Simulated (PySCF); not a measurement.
# TaN: what the fields show

```tsv
atom	x (Å)	y (Å)	z (Å)
Ta	0.0000	0.0000	-0.1197
N	0.0000	0.0000	1.5463
```

Core potentials replace the inner electrons of Ta.

Method: PySCF, PBE0/def2-TZVPP, non-relativistic Hamiltonian with scalar-relativistic core potentials where named, at a bond length of 1.666 Å.

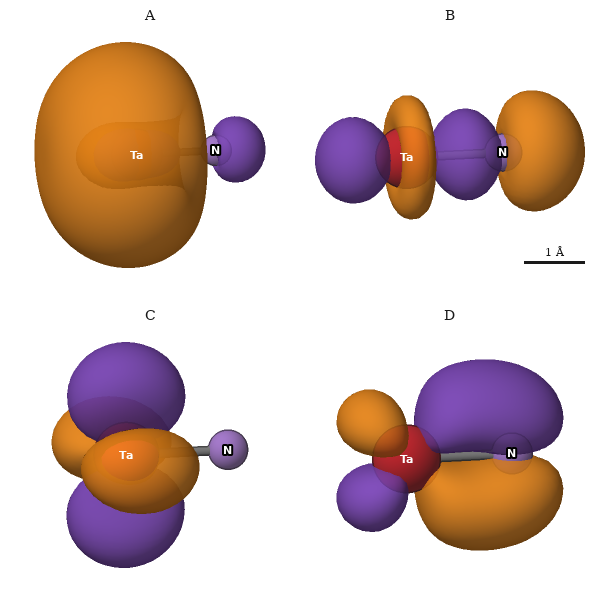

Figure 1. Four frontier orbitals, each drawn at the value that holds 80 % of its norm (orange and purple are the two phases), in no order; of a degenerate pair one member is drawn.

Question: Name the orbitals and rank them from lowest to highest energy.

Answer: Orbital D: π, occupied, −8.67 eV; bonding, with no node between the atoms.
Orbital B: σ, occupied, −8.18 eV; shared between the atoms (Ta 35 %, N 65 %).
Orbital A: σ, occupied, −6.24 eV; mainly on Ta (95 %).
Orbital C: δ, empty, −3.41 eV; almost wholly on Ta.

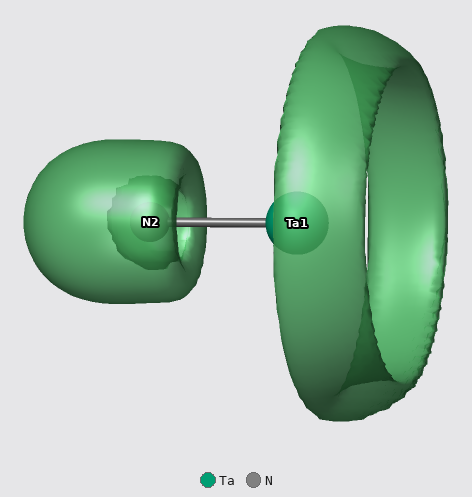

Figure 2. Isosurface of the ELF at 0.75 (green), seen from one side. Only the valence region is drawn (cores and ρ < 0.01 e/Å³ removed).

Question: Describe the localisation domains.

Answer: At this value the surface marks out one lobe on N, pointing away from the bonds (lone pairs) and one region wrapped around Ta (its valence shell).


Ta–N (1.67 Å): the ELF peaks at about 0.80 in the valence shell of N, 0.6 Å from its nucleus, and is about 0.50 at the midpoint.

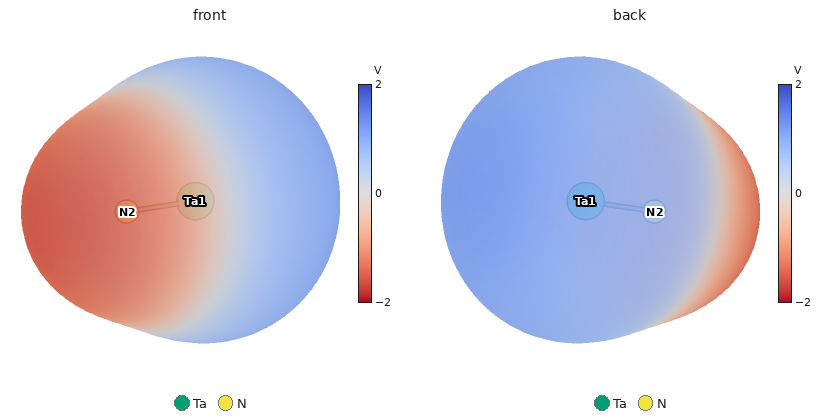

Figure 3. The molecular electrostatic potential painted on the density surface at 0.001 e/bohr³, seen from the front and from behind; the colour scale runs from red (negative) to blue (positive).

Question: Which sites attract a positive test charge, and which a negative one?

Answer: A positive charge is drawn to the negative regions and a negative charge to the positive ones. The most negative region (about −1.6 V) lies over N2, the most positive (about +1.2 V) over Ta1. N2 is the likeliest acceptor of a hydrogen bond.

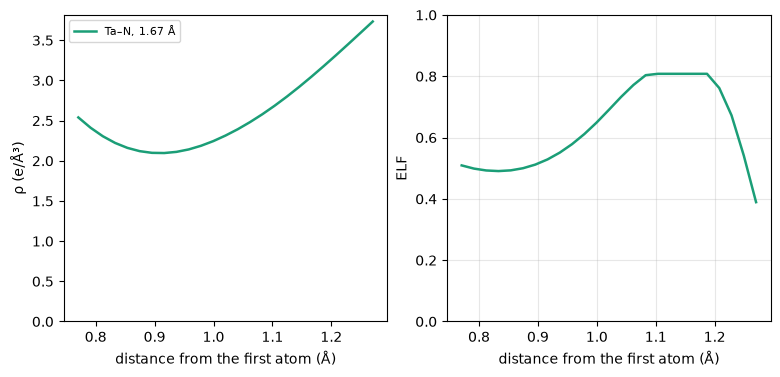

Figure 4. Electron density and ELF along straight lines between neighbouring atoms. The curves leave out the atomic cores.

Question: What can be read from the curves?

Answer: Ta–N (1.67 Å): ρ at the midpoint is about 2.2 e/Å³; the ELF peaks at about 0.80 in the valence shell of N, 0.6 Å from its nucleus, and is about 0.50 at the midpoint.
